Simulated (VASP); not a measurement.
Band structure of MgTe (space group P6_3mc). Method: PBE GGA, VASP's PBE PAW potentials (set 64) (plane waves; VASP).

Unless said otherwise, spin-orbit coupling is left out, though it shifts the bands of the heavy elements here.

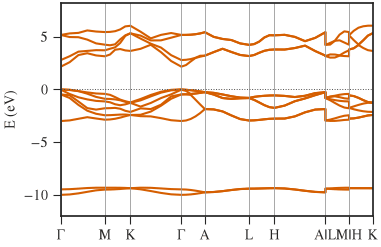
*Bands along high-symmetry lines, zero at the valence-band maximum or, without a gap, the Fermi level*

### Question
Read the plot: is there a gap, and where are the band edges?

### Answer
The gap is direct, 2.14 eV, from the valence maximum at Γ to the conduction minimum at Γ.

The structure comes from a computed database's MgTe entry; how it stands against other phases isn't given here. The cell was not relaxed at this level.
